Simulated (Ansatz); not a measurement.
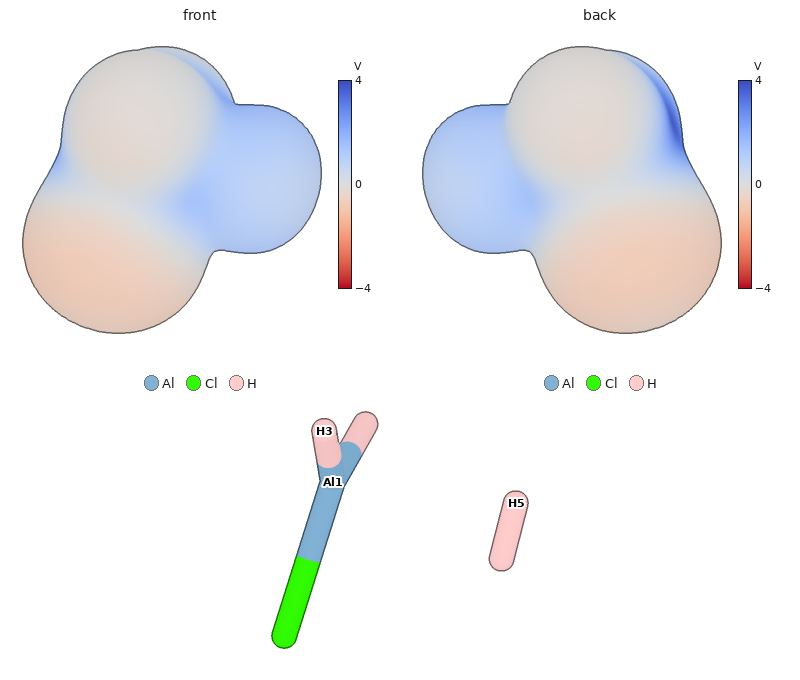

*AlClH2···H2. The molecular electrostatic potential painted on the density surface at 0.002 e/bohr³, seen from the front and from behind; the colour scale runs from red (negative) to blue (positive). The bare structure is drawn below in the same view.*

All numbers below come from Ansatz, RKS PBE0-D4/6-31G*.

Input file:

```
crystal:
  periodic: [false, false, false]
  atoms:
    - { symbol: Al, position_ang: [-0.0056, 0.231189, 0.082775] }
    - { symbol: Cl, position_ang: [-0.012921, 0.490645, 2.261599] }
    - { symbol: H, position_ang: [1.409645, 0.182725, -0.616242] }
    - { symbol: H, position_ang: [-1.417313, 0.142617, -0.620417] }
    - { symbol: H, position_ang: [0.094861, -2.428864, 0.799848] }
    - { symbol: H, position_ang: [0.075227, -1.883911, 1.257437] }
basis:
  gaussian: { orbitals: "6-31G*" }
hamiltonian:
  xc: pbe0
  dispersion: d4
relax:
  f_tol: 0.03
  max_steps: 50
output:
  orbitals: {}
```

Launched as:

```sh
ansatz run input.yaml --threads 1 --pin off --max-ram 2048MiB --backend cpu --events-out ev --progress --plain --runs-dir out
```

The fields are those of the run's last geometry, not of the input's.

Describe the electrostatic potential map.

Answer. The most negative region (about −0.7 V) lies over Cl2, the most positive (about +3.3 V) over Al1.
